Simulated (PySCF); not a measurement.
SMILES [CH2] (CH2 (cation, charge +1)), doublet at its CAM-B3LYP/def2-SVP optimised geometry (Å):

```
3

C      0.0000     0.0001     0.0000
H      1.1070     0.0001     0.0000
H     -1.1070    -0.0001     0.0002
```

Computed with unrestricted CAM-B3LYP/def2-TZVP run with PySCF.

Map of the electrostatic potential (hartree/e), clipped to [0.10, 0.29] on the plane z = 1.2 Å:

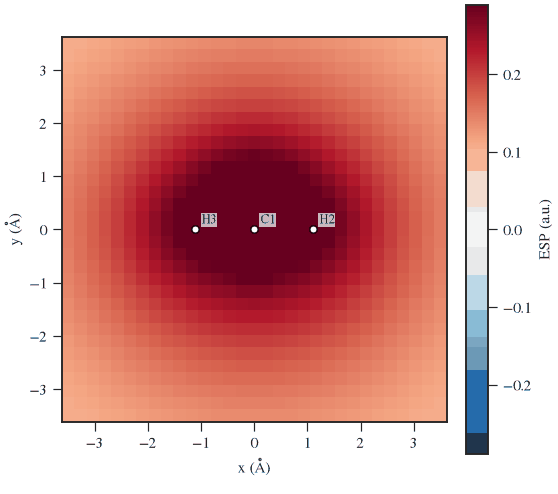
Electrostatic potential (hartree/e), clipped to [0.10, 0.29] on the plane z = 1.2 Å.
